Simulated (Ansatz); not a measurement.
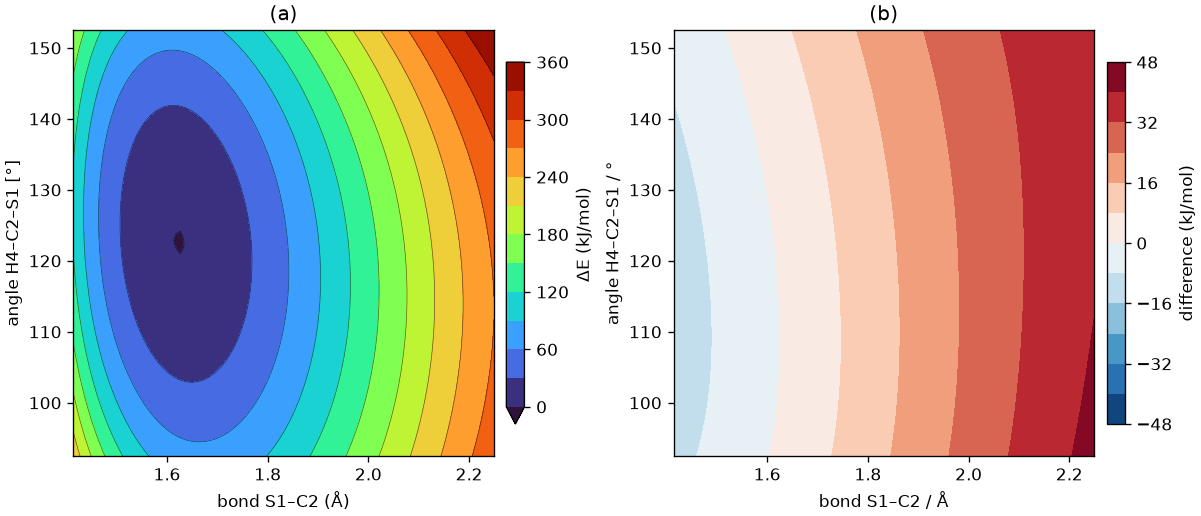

CH2STe, SMILES S=C[TeH]. 
- Two internal coordinates are moved rigidly from the geometry relaxed at PBE0-D4/def2-TZVP, all others fixed.
- Coordinates scanned: (1) bond S1–C2; (2) angle H4–C2–S1.
- The grid has 7 × 7 points.
- Points are written as (first, second).
- Energies are in kJ/mol, from each map's own lowest point.
- Computed with RKS PBE-D4/def2-TZVPP in Ansatz 0.2.0.

Panel (a): RKS PBE-D4/def2-TZVPP in Ansatz 0.2.0. Panel (b): the map at Ansatz 0.2.0, RKS PBE0-D4/def2-TZVPP less the map of (a), each from its own lowest point.

### How does the change of method alter the landscape?

The difference runs from −12 kJ/mol at (1.414 Å, 112.5°) to 43 kJ/mol at (2.249 Å, 92.5°). The interpolated minimum moves from 1.6221 to 1.6055 Å in bond S1–C2 and 122.72 to 122.43° in angle H4–C2–S1.
